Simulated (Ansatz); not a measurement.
**How Pt(111) screens a field**

Aim: image plane and induced charge of Pt(111).

Program: Ansatz 0.2.0. Level of theory: plane-wave DFT, r2SCAN, Ansatz PAW, in the first sound run; inputs show where later runs differ. Results are calculated unless marked as measured.

**1. Set-up**

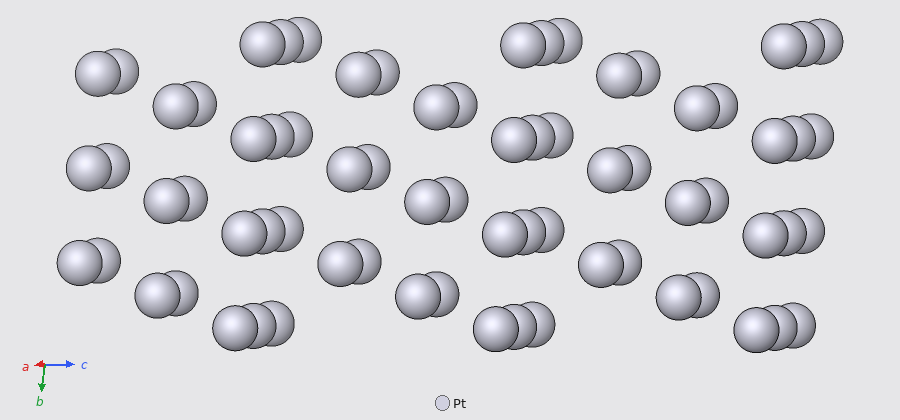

Start, viewed from the side, with the c axis across the page; platinum light grey. 2×3×1 cells are drawn. Some periodic images of atoms are drawn too.

The cell holds 9 atoms: 9 Pt. Its edges and angles: a = 2.772 Å, b = 2.772 Å, c = 36.106 Å, α = 90.0°, β = 90.0°, γ = 60.0°. Vacuum lies along c.

**2. Single point, field 0**

A sawtooth potential applies the field, turning back in the middle of the vacuum. With the dipole correction the typed value is the field outside the slab. The induced dipole is small, so the SCF threshold is tight.

Input file input.yaml:

```yaml
crystal:
  lattice:
    - [2.7718585823, 0.0, 0.0]
    - [1.3859292911, 2.4004999479, 0.0]
    - [0.0, 0.0, 36.1057044418]
  atoms:
    - { symbol: Pt, position: [0.3333333333, 0.3333333333, 0.2492680904] }
    - { symbol: Pt, position: [0.6666666667, 0.6666666667, 0.3119510678] }
    - { symbol: Pt, position: [0.0, 0.0, 0.3746340452] }
    - { symbol: Pt, position: [0.3333333333, 0.3333333333, 0.4373170226] }
    - { symbol: Pt, position: [0.6666666667, 0.6666666667, 0.5] }
    - { symbol: Pt, position: [0.0, 0.0, 0.5626829774] }
    - { symbol: Pt, position: [0.3333333333, 0.3333333333, 0.6253659548] }
    - { symbol: Pt, position: [0.6666666667, 0.6666666667, 0.6880489322] }
    - { symbol: Pt, position: [0.0, 0.0, 0.7507319096] }
kpoints:
  mp_grid: { grid: [24, 24, 1] }
hamiltonian:
  xc: r2scan
scf:
  occupations: { method: fermi_dirac, width: 0.1 }
  convergence: { dr2_threshold: 1.0e-10 }
efield:
  axis: 3
  dipole_correction: true
  ramp_position: 0.97
  ramp_width: 0.06
  amplitude: 0
output:
  forces: true
  write_potential: true
  write_density: true
  volumetric_format: npy
```

Run with:

```console
> ansatz run input.yaml --threads 4 --pin off --max-ram 12288MiB --backend cpu --events-out ev --progress --plain --runs-dir out
```

Numbers of over 12 decimals in the logs are rounded to 6 here.

Log:

```text
Engine: ansatz 0.2.0, aarch64-unknown-linux-gnu
Pseudopotentials: kind: paw
Pseudopotential: Pt, paw, valence charge 18, recommended cutoff 500 eV (meta_gga), Pt.paw.azcp
Functional definition: r2SCAN
  parameter k0 = 0.174
  parameter k1 = 0.065
  parameter a1 = 4.9479
  exchange = r2scan_x(k0 = k0, k1 = k1, a1 = a1)
  correlation = r2scan_c
Crystal: 9 atoms, lattice volume = 240.242 Å³
Basis set: ecut = 500 eV, 5999 PW (Γ), exchange–correlation on 96×96×1080 points (64 copies of the dense FFT grid, shifted against one another)
Bands: 98, of which v1, the nominal top of the filled ones, is band 81 counted from 1 (80 counted from 0)
Symmetry: 6 space group operations
k-points: 61 of 576 (time reversal used)
Non-local potential: Pt, projectors of the file, l = 0: 3, l = 1: 2, l = 2: 2, l = 3: 1
PAW form: soft (Blöchl's): semilocal exchange-correlation on the pseudo side does not see the compensation charge
PAW frozen core: Pt, regenerated for the run's functional (the file was generated under x = pbe(κ = 0.804, μ = 0.219515), c = pbe(β = 0.066725))
PAW one-centre angular grid: Pt, 590 points (default); XC on 160 Gauss nodes
Initial density: superposition of atomic densities (neutral atoms: chi_scale 0, normalization atom), corrected by the library's trained network
Initial wavefunctions: pseudopotential atomic-orbital guess
Functional: x = r2scan, c = r2scan; τ floored in thin density (d = 2e-4 eV/Å³)
SCF iter   1: F=—  HF=-112829.998423 eV  |F-HF|=—  |Δ(HF+E_count)|=         —  Δρ=1.89e-2  dr2=1.79e1  dr2_τ=1.74e-1  ethr=1.77e-3  p=0.000 e·Å  D=2.29e-13 V/Å  ΔV_dip=-0.00 eV  dr2_dipole=2.15e-8  V_vac-E_F(+/−)=5.51/5.51 eV  ⟨swp⟩=8.2  Hψ=26002  notcnv=0  defer=110
efield: sawtooth ramp at fractional position 0.9700 (set: `efield.ramp_position`, or a place that a band, a saddle search or an elastic batch's reference lends), width 0.0600; the density the first Hamiltonian is built on has a dipole p = 0.000 e·Å; the dipole correction subtracts the counter field D = 2.29e-13 V/Å, which shifts the + side's vacuum level by -0.00 eV against the − side's; the planar-averaged density in the ramp window peaks in size at 9.8e-6 e/Å³
preconditioner: auto → LDOS  [metal: Δε(μ)=0.004 eV  Ē_g=8.544 eV  σ=0.100 eV  W_gap=0.01  n_scr=28 (ndim 8)  ℏωp=22.7 eV  f_vac=0.409  D(μ)=14.99/eV (n_scr^D=188)  β→1.0]
SCF iter   2: F=—  HF=-112829.983943 eV  |F-HF|=—  |Δ(HF+E_count)|=   1.45e-2  Δρ=9.06e-3  dr2=3.52e-1  dr2_τ=7.85e-2  ethr=1.77e-3  p=0.000 e·Å  D=9.08e-6 V/Å  ΔV_dip=-0.00 eV  dr2_dipole=1.86e-9  V_vac-E_F(+/−)=5.68/5.68 eV  ⟨swp⟩=3.5  Hψ=10241  notcnv=0  defer=314
SCF iter   3: F=—  HF=-112829.957217 eV  |F-HF|=—  |Δ(HF+E_count)|=   2.67e-2  Δρ=4.11e-3  dr2=7.33e-2  dr2_τ=1.53e-2  ethr=2.17e-4  p=0.000 e·Å  D=2.02e-6 V/Å  ΔV_dip=-0.00 eV  dr2_dipole=8.30e-10  V_vac-E_F(+/−)=5.72/5.72 eV  ⟨swp⟩=3.0  Hψ=13138  notcnv=0  defer=314
SCF iter   4: F=—  HF=-112829.943501 eV  |F-HF|=—  |Δ(HF+E_count)|=   1.37e-2  Δρ=6.28e-4  dr2=3.37e-3  dr2_τ=1.15e-4  ethr=4.52e-5  p=0.000 e·Å  D=2.79e-6 V/Å  ΔV_dip=-0.00 eV  dr2_dipole=1.63e-10  V_vac-E_F(+/−)=5.75/5.75 eV  ⟨swp⟩=2.1  Hψ=9269  notcnv=0  defer=314
SCF iter   5: F=—  HF=-112829.943366 eV  |F-HF|=—  |Δ(HF+E_count)|=   1.35e-4  Δρ=3.41e-4  dr2=1.50e-3  dr2_τ=2.06e-5  ethr=2.08e-6  p=0.000 e·Å  D=1.34e-6 V/Å  ΔV_dip=-0.00 eV  dr2_dipole=4.73e-10  V_vac-E_F(+/−)=5.73/5.73 eV  ⟨swp⟩=2.8  Hψ=9228  notcnv=0  defer=314
SCF iter   6: F=—  HF=-112829.943403 eV  |F-HF|=—  |Δ(HF+E_count)|=   3.67e-5  Δρ=1.38e-4  dr2=3.23e-4  dr2_τ=2.33e-6  ethr=9.28e-7  p=0.000 e·Å  D=4.57e-7 V/Å  ΔV_dip=-0.00 eV  dr2_dipole=2.76e-10  V_vac-E_F(+/−)=5.73/5.73 eV  ⟨swp⟩=1.0  Hψ=5743  notcnv=0  defer=314
SCF iter   7: F=—  HF=-112829.943404 eV  |F-HF|=—  |Δ(HF+E_count)|=   1.12e-6  Δρ=4.83e-5  dr2=2.56e-5  dr2_τ=3.64e-7  ethr=1.99e-7  p=-0.000 e·Å  D=-6.63e-8 V/Å  ΔV_dip=0.00 eV  dr2_dipole=1.37e-11  V_vac-E_F(+/−)=5.73/5.73 eV  ⟨swp⟩=1.3  Hψ=5914  notcnv=0  defer=314
SCF iter   8: F=—  HF=-112829.943390 eV  |F-HF|=—  |Δ(HF+E_count)|=   1.36e-5  Δρ=1.41e-5  dr2=9.89e-7  dr2_τ=7.54e-8  ethr=1.58e-8  p=-0.000 e·Å  D=-6.66e-8 V/Å  ΔV_dip=0.00 eV  dr2_dipole=5.60e-13  V_vac-E_F(+/−)=5.73/5.73 eV  ⟨swp⟩=2.1  Hψ=7899  notcnv=0  defer=314
SCF iter   9: F=—  HF=-112829.943612 eV  |F-HF|=—  |Δ(HF+E_count)|=   2.22e-4  Δρ=4.79e-6  dr2=9.48e-8  dr2_τ=6.23e-9  ethr=6.10e-10  p=-0.000 e·Å  D=-2.64e-8 V/Å  ΔV_dip=0.00 eV  dr2_dipole=3.34e-12  V_vac-E_F(+/−)=5.73/5.73 eV  ⟨swp⟩=3.0  Hψ=11839  notcnv=0  defer=314
SCF iter  10: F=—  HF=-112829.943612 eV  |F-HF|=—  |Δ(HF+E_count)|=   1.17e-8  Δρ=2.05e-6  dr2=4.45e-8  dr2_τ=1.21e-9  ethr=5.85e-11  p=-0.000 e·Å  D=-1.80e-8 V/Å  ΔV_dip=0.00 eV  dr2_dipole=1.82e-13  V_vac-E_F(+/−)=5.73/5.73 eV  ⟨swp⟩=2.4  Hψ=9788  notcnv=0  defer=314
[...]
iter 14 met the thresholds in force, and the SCF goes on: an eigenvalue changes by 5.08 meV, over its tolerance of 1.01 meV (output.eigenvalues, Limitations)
SCF iter  14: F=-112829.943612 eV  HF=-112829.943612 eV  |F-HF|=3.49e-10  |Δ(HF+E_count)|=  4.80e-10  Δρ=3.67e-8  dr2=9.88e-12  dr2_τ=5.47e-13  ethr=1.00e-12  p=-0.000 e·Å  D=-8.89e-10 V/Å  ΔV_dip=0.00 eV  dr2_dipole=2.28e-15  V_vac-E_F(+/−)=5.73/5.73 eV  ⟨swp⟩=7.6  Hψ=32264  notcnv=0
Mixer restart at iter 14: flushing history
SCF iter  15: F=-112829.943612 eV  HF=-112829.943612 eV  |F-HF|=7.07e-9  |Δ(HF+E_count)|=  3.78e-10  Δρ=4.45e-7  dr2=6.13e-9  dr2_τ=6.40e-11  ethr=1.00e-12  p=-0.000 e·Å  D=-5.95e-8 V/Å  ΔV_dip=0.00 eV  dr2_dipole=1.14e-9  V_vac-E_F(+/−)=5.73/5.73 eV  ⟨swp⟩=1.1  Hψ=5672  notcnv=0  κ⁻¹=1.0e0(r=1)
SCF iter  16: F=-112829.943612 eV  HF=-112829.943612 eV  |F-HF|=4.18e-7  |Δ(HF+E_count)|=  4.80e-10  Δρ=1.22e-6  dr2=2.34e-7  dr2_τ=4.83e-10  ethr=1.00e-12  p=0.000 e·Å  D=6.40e-7 V/Å  ΔV_dip=-0.00 eV  dr2_dipole=1.84e-7  V_vac-E_F(+/−)=5.73/5.73 eV  ⟨swp⟩=1.0  Hψ=5664  notcnv=0  κ⁻¹=8.0e-3(r=2)
SCF iter  17: F=-112829.943612 eV  HF=-112829.943612 eV  |F-HF|=4.28e-8  |Δ(HF+E_count)|=  4.07e-10  Δρ=5.96e-7  dr2=3.36e-8  dr2_τ=1.15e-10  ethr=1.00e-12  p=-0.000 e·Å  D=-1.16e-7 V/Å  ΔV_dip=0.00 eV  dr2_dipole=9.15e-9  V_vac-E_F(+/−)=5.73/5.73 eV  ⟨swp⟩=1.0  Hψ=5664  notcnv=0  κ⁻¹=1.4e-3(r=3)
SCF iter  18: F=-112829.943612 eV  HF=-112829.943612 eV  |F-HF|=1.02e-9  |Δ(HF+E_count)|=  1.16e-10  Δρ=2.02e-7  dr2=1.03e-9  dr2_τ=1.35e-11  ethr=1.00e-12  p=0.000 e·Å  D=3.36e-8 V/Å  ΔV_dip=-0.00 eV  dr2_dipole=1.66e-11  V_vac-E_F(+/−)=5.73/5.73 eV  ⟨swp⟩=1.0  Hψ=5664  notcnv=0  κ⁻¹=7.6e-5(r=4)
SCF iter  19: F=-112829.943612 eV  HF=-112829.943612 eV  |F-HF|=8.44e-10  |Δ(HF+E_count)|=  4.37e-11  Δρ=1.61e-7  dr2=5.70e-10  dr2_τ=8.30e-12  ethr=1.00e-12  p=-0.000 e·Å  D=-7.66e-8 V/Å  ΔV_dip=0.00 eV  dr2_dipole=2.47e-11  V_vac-E_F(+/−)=5.73/5.73 eV  ⟨swp⟩=1.0  Hψ=5664  notcnv=0  κ⁻¹=2.3e-5(r=5)
SCF iter  20: F=-112829.943612 eV  HF=-112829.943612 eV  |F-HF|=2.18e-9  |Δ(HF+E_count)|=  2.91e-11  Δρ=2.60e-7  dr2=1.97e-9  dr2_τ=2.21e-11  ethr=1.00e-12  p=0.000 e·Å  D=1.69e-7 V/Å  ΔV_dip=-0.00 eV  dr2_dipole=9.57e-11  V_vac-E_F(+/−)=5.73/5.73 eV  ⟨swp⟩=1.0  Hψ=5664  notcnv=0  κ⁻¹=8.0e-6(r=6)
SCF iter  21: F=-112829.943612 eV  HF=-112829.943612 eV  |F-HF|=1.16e-10  |Δ(HF+E_count)|=  5.82e-11  Δρ=1.64e-8  dr2=2.31e-12  dr2_τ=8.41e-14  ethr=1.00e-12  p=-0.000 e·Å  D=-4.99e-9 V/Å  ΔV_dip=0.00 eV  dr2_dipole=7.77e-15  V_vac-E_F(+/−)=5.73/5.73 eV  ⟨swp⟩=8.8  Hψ=30377  notcnv=0
SCF 1 converged in 21 iterations: F = -112829.943612 eV  dr2 = 2.31e-12
  greatest PAW one-centre occupation: 1.000 electrons in one spin orbital (limit 2), on the Pt atom at site 2 (counted from 0), in its partial waves of l = 0
WARN: The output density's exchange-correlation potential varies sharply where the density is thin. Do not read a vacuum level from v_tot or v_xc, or from such a field of the output density. On a cell that repeats whose density bears no net charge and no dipole along the vacuum's axis use v_es (v_loc + v_h of the components); under efield.dipole_correction with no amplitude use v_es + v_field, which holds any externa [...]
SCF converged after 21 iterations
an eigenvalue changed by more than its tolerance at an iteration that met the thresholds in force, so the SCF went on 2 times, its first undamped step at iteration 14: the last check found none over its tolerance
Free energy (F): -112829.943612 eV
Harris-Foulkes:  -112829.943612 eV  (|F-HF|=1.16e-10)
Internal energy: -112829.461486 eV  (E = F + TS)
E sigma→0 (E₀):  -112829.702549 eV
Entropy (-TS):   -0.482126 eV (-53.570 meV/atom)
Fermi energy:    10.548401 eV
Dipole field:    D = 0.000000 V/Å  (p = 0.000000 e·Å, saw-weighted, corrected)
Work function:   Φ+ = 5.7318 eV   Φ− = 5.7318 eV
Levels:          The Fermi level and band energies are counted from a zero that moves with the ramp; work functions are not
--- Per-component energies (eV) ---
  E_band       = -3340.947356
  E_kinetic    = 5741.496261
  E_local      = -425630.105707  (includes V_loc(G=0)·N_el)
  E_nonlocal   = 1819.504547
  E_hartree    = 210125.653334
  E_xc         = -2250.441748
  E_vxc        = -3037.342123  (∫ρ·V_xc dr)
  E_paw        = -85319.601899  (= ΣΔE_a)
  E_vpaw       = -2680.198895  (= ΣTr[D̂ρ^β])
  E_aug_tail   = 0.001320  (compensation charges beyond the density's cutoff)
  E_vtau       = 194.390585  (kinetic-family band-sum trace: ∫τ·v_τ [+ j·A + Jᵃ·Aᵃ] dr)
  E_efield     = 0.000000  (sawtooth field / dipole correction)
  E_vefield    = 0.000000  (∫n·V_field dr)
  E_ewald      = 182686.115856
  E_core_change = -2.083450  (= ΣΔE_core)
  E_smearing   = -0.482126  (= −TS)
  E_closure    = -0.000000  (closes the sum)
  Σ components = -112829.943612   (vs F -112829.943612, Δ=0.00e0)
--- Forces (eV/Å), atoms counted from 1 ---
  atom   1  Pt     0.00000000     0.00000000    -0.31606747
  atom   2  Pt     0.00000000    -0.00000000     0.20368649
  atom   3  Pt    -0.00000000    -0.00000000    -0.03017494
  atom   4  Pt    -0.00000000     0.00000000    -0.04954977
  atom   5  Pt     0.00000000    -0.00000000     0.00000001
  atom   6  Pt     0.00000000    -0.00000000     0.04954973
  atom   7  Pt     0.00000000     0.00000000     0.03017500
  atom   8  Pt    -0.00000000     0.00000000    -0.20368645
  atom   9  Pt     0.00000000    -0.00000000     0.31606752
  max |Σ_I F_I| component: 1.21e-7 eV/Å
--- Band table (eV; the first three rows and the last of 61) ---
  k-point 0: bands = [... 77 lower, 8.9802, 9.2763, 9.2821, 9.2821, 9.6873, 9.6873, 10.1021, 10.1021, ... 13 higher]
  k-point 1: bands = [... 77 lower, 8.9962, 9.0339, 9.2883, 9.3619, 9.6907, 9.7678, 10.0079, 10.1052, ... 13 higher]
  k-point 2: bands = [... 77 lower, 9.0339, 9.0939, 9.3047, 9.3387, 9.5229, 9.6994, 9.8055, 10.1135, ... 13 higher]
  k-point 60: bands = [... 77 lower, 10.2681, 10.3439, 10.3439, 10.3937, 15.3397, 15.3592, 15.3592, 15.7500, ... 13 higher]
```

Run time: 2.7 min. Hardware: 4 threads of Arm Neoverse V2, shared host; peak memory 2 GiB; 11 min of CPU time.

In the SCF lines HF is the Harris–Foulkes energy and dr2 the Hartree energy of the density residual, in eV; the loop may stop once dr2 is under the threshold and the program's other checks hold. Hψ counts applications of the Hamiltonian.

Numbers from this step:

| Quantity | Value |
| --- | --- |
| energy at zero smearing | -112829.7025 eV |
| work function, upper face | 5.732 eV |
| dipole along the normal | 1.37e-7 e·Å |

Running mean over 2.263 Å of the planar mean; the ramp of the sawtooth is left out. The electron's electrostatic potential energy less the Fermi level by z:

```
z (Å)  electron's electrostatic potential energy less the Fermi level (eV)
    4                                                                 5.73
    6                                                                 5.68
    8                                                                -4.77
   10                                                                -11.8
   12                                                                -12.0
   14                                                                -12.0
   16                                                                -12.0
   18                                                                -12.0
   20                                                                -12.0
   22                                                                -12.0
   24                                                                -12.0
   26                                                                -11.8
   28                                                                -6.06
   30                                                                 5.66
   32                                                                 5.73
```

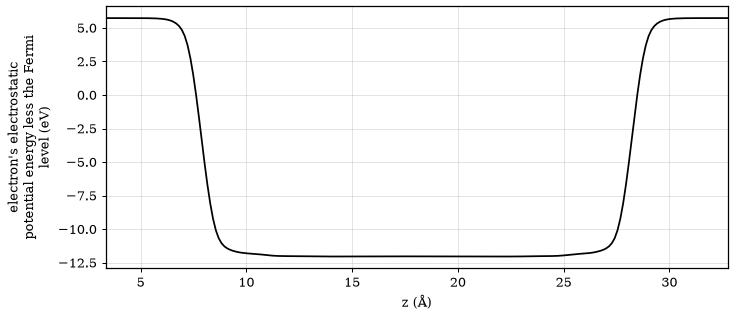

Electron's electrostatic potential energy less the Fermi level against z.

Force by atom:

```
atom  x (eV/Å)  y (eV/Å)  z (eV/Å)   size
 Pt1     0.000     0.000    -0.316  0.316
 Pt2     0.000     0.000     0.204  0.204
 Pt3     0.000     0.000    -0.030  0.030
 Pt4     0.000     0.000    -0.050  0.050
 Pt5     0.000     0.000     0.000  0.000
 Pt6     0.000     0.000     0.050  0.050
 Pt7     0.000     0.000     0.030  0.030
 Pt8     0.000     0.000    -0.204  0.204
 Pt9     0.000     0.000     0.316  0.316
```

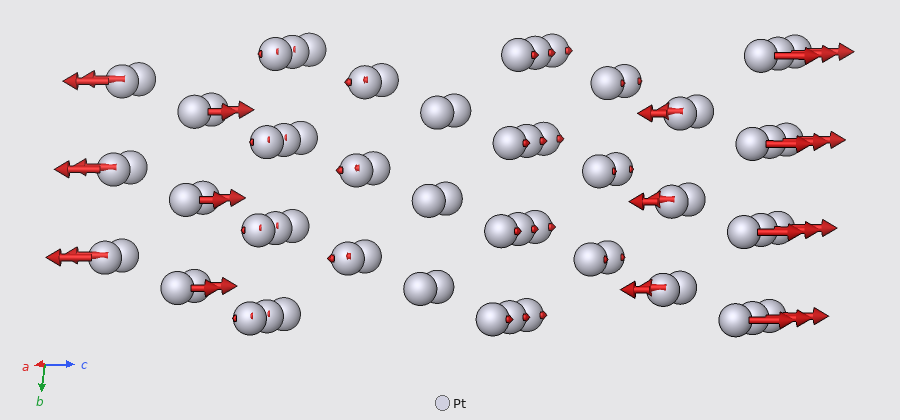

Force as arrows, the longest 0.316 eV/Å. 2×3×1 cells are drawn. Some periodic images of atoms are drawn too.

The work function of the upper face is 5.73 eV.

**3. Single point, field 0.05 V/Å**

Edit input.yaml of step 2 so:

```diff
@@ -27,3 +27,3 @@
   ramp_width: 0.06
-  amplitude: 0
+  amplitude: 0.05
 output:
```

Log:

```text
[...]
Crystal: 9 atoms, lattice volume = 240.242 Å³
Basis set: ecut = 500 eV, 5999 PW (Γ), exchange–correlation on 96×96×1080 points (64 copies of the dense FFT grid, shifted against one another)
Bands: 98, of which v1, the nominal top of the filled ones, is band 81 counted from 1 (80 counted from 0)
Symmetry: 6 space group operations
k-points: 61 of 576 (time reversal used)
[...]
k-point 0: bands = [... 77 lower, 8.9801, 9.2762, 9.2820, 9.2820, 9.6872, 9.6872, 10.1020, 10.1020, ... 13 higher]
  k-point 1: bands = [... 77 lower, 8.9961, 9.0339, 9.2883, 9.3618, 9.6906, 9.7678, 10.0078, 10.1051, ... 13 higher]
  k-point 2: bands = [... 77 lower, 9.0338, 9.0939, 9.3046, 9.3386, 9.5228, 9.6993, 9.8054, 10.1135, ... 13 higher]
  k-point 60: bands = [... 77 lower, 10.2680, 10.3437, 10.3440, 10.3937, 15.3397, 15.3591, 15.3592, 15.7499, ... 13 higher]
[key lines of the parts left out:]
SCF converged after 22 iterations
Free energy (F): -112829.944587 eV
Fermi energy:    10.548332 eV
Dipole field:    D = 0.029361 V/Å  (p = 0.038982 e·Å, saw-weighted, corrected)
```

It took 2.6 min on 4 threads; peak memory 2.1 GiB.

The dipole is 0.0390 e·Å.

**4. Single point, field -0.05 V/Å**

Edit input.yaml of step 3 so:

```diff
@@ -27,3 +27,3 @@
   ramp_width: 0.06
-  amplitude: 0.05
+  amplitude: -0.05
 output:
```

Log:

```text
[...]
Crystal: 9 atoms, lattice volume = 240.242 Å³
Basis set: ecut = 500 eV, 5999 PW (Γ), exchange–correlation on 96×96×1080 points (64 copies of the dense FFT grid, shifted against one another)
Bands: 98, of which v1, the nominal top of the filled ones, is band 81 counted from 1 (80 counted from 0)
Symmetry: 6 space group operations
k-points: 61 of 576 (time reversal used)
[...]
k-point 0: bands = [... 77 lower, 8.9801, 9.2762, 9.2820, 9.2820, 9.6872, 9.6872, 10.1020, 10.1020, ... 13 higher]
  k-point 1: bands = [... 77 lower, 8.9961, 9.0339, 9.2883, 9.3618, 9.6906, 9.7678, 10.0078, 10.1051, ... 13 higher]
  k-point 2: bands = [... 77 lower, 9.0338, 9.0939, 9.3046, 9.3386, 9.5228, 9.6993, 9.8054, 10.1135, ... 13 higher]
  k-point 60: bands = [... 77 lower, 10.2680, 10.3437, 10.3440, 10.3937, 15.3397, 15.3591, 15.3592, 15.7499, ... 13 higher]
[key lines of the parts left out:]
SCF converged after 22 iterations
Free energy (F): -112829.944587 eV
Fermi energy:    10.548332 eV
Dipole field:    D = -0.029360 V/Å  (p = -0.038980 e·Å, saw-weighted, corrected)
```

It took 2.6 min on 4 threads; peak memory 2 GiB; 10 min of CPU time.

The dipole is -0.0390 e·Å.

**5. Atoms held, field 0.1 V/Å**

Edit input.yaml of step 4 so:

```diff
@@ -27,3 +27,3 @@
   ramp_width: 0.06
-  amplitude: -0.05
+  amplitude: 0.1
 output:
```

Log:

```text
[...]
Crystal: 9 atoms, lattice volume = 240.242 Å³
Basis set: ecut = 500 eV, 5999 PW (Γ), exchange–correlation on 96×96×1080 points (64 copies of the dense FFT grid, shifted against one another)
Bands: 98, of which v1, the nominal top of the filled ones, is band 81 counted from 1 (80 counted from 0)
Symmetry: 6 space group operations
k-points: 61 of 576 (time reversal used)
[...]
k-point 0: bands = [... 77 lower, 8.9799, 9.2760, 9.2818, 9.2818, 9.6870, 9.6870, 10.1018, 10.1018, ... 13 higher]
  k-point 1: bands = [... 77 lower, 8.9959, 9.0336, 9.2880, 9.3616, 9.6904, 9.7675, 10.0074, 10.1049, ... 13 higher]
  k-point 2: bands = [... 77 lower, 9.0336, 9.0937, 9.3044, 9.3383, 9.5225, 9.6991, 9.8053, 10.1133, ... 13 higher]
  k-point 60: bands = [... 77 lower, 10.2678, 10.3433, 10.3440, 10.3935, 15.3395, 15.3589, 15.3590, 15.7497, ... 13 higher]
[key lines of the parts left out:]
SCF converged after 26 iterations
Free energy (F): -112829.947510 eV
Fermi energy:    10.548122 eV
Dipole field:    D = 0.058720 V/Å  (p = 0.077961 e·Å, saw-weighted, corrected)
```

Run time: 2.8 min. Hardware: 4 threads; peak memory 2.1 GiB; 11 min of CPU time.

The dipole is 0.0780 e·Å.

**6. Atoms held, field -0.1 V/Å**

Edit input.yaml of step 5 so:

```diff
@@ -27,3 +27,3 @@
   ramp_width: 0.06
-  amplitude: 0.1
+  amplitude: -0.1
 output:
```

Log:

```text
[...]
Crystal: 9 atoms, lattice volume = 240.242 Å³
Basis set: ecut = 500 eV, 5999 PW (Γ), exchange–correlation on 96×96×1080 points (64 copies of the dense FFT grid, shifted against one another)
Bands: 98, of which v1, the nominal top of the filled ones, is band 81 counted from 1 (80 counted from 0)
Symmetry: 6 space group operations
k-points: 61 of 576 (time reversal used)
[...]
k-point 0: bands = [... 77 lower, 8.9799, 9.2760, 9.2818, 9.2818, 9.6870, 9.6870, 10.1018, 10.1018, ... 13 higher]
  k-point 1: bands = [... 77 lower, 8.9959, 9.0336, 9.2880, 9.3616, 9.6904, 9.7675, 10.0074, 10.1049, ... 13 higher]
  k-point 2: bands = [... 77 lower, 9.0336, 9.0937, 9.3044, 9.3383, 9.5225, 9.6991, 9.8053, 10.1133, ... 13 higher]
  k-point 60: bands = [... 77 lower, 10.2678, 10.3433, 10.3440, 10.3935, 15.3395, 15.3589, 15.3590, 15.7497, ... 13 higher]
[key lines of the parts left out:]
SCF converged after 26 iterations
Free energy (F): -112829.947510 eV
Fermi energy:    10.548122 eV
Dipole field:    D = -0.058721 V/Å  (p = -0.077961 e·Å, saw-weighted, corrected)
```

Wall time 2.8 min (4 threads); peak memory 2 GiB.

The dipole is -0.0780 e·Å.

(Part 1 of 2 ends here.)

[Logs are printed without paths, hosts, clocks, repeated set-up lines and the standing remarks that a program may print on its own settings, such as how far it seeks lower states.]

[Hosts, paths, dates, database ids (printed as entryN), source tags and the programs' standing remarks are cut or masked in the printed files.]

[Maps of the electrostatic potential energy from Ansatz leave out the sawtooth potential of an applied field or a dipole correction, so their vacuum need not be flat; planar profiles and work functions include it.]
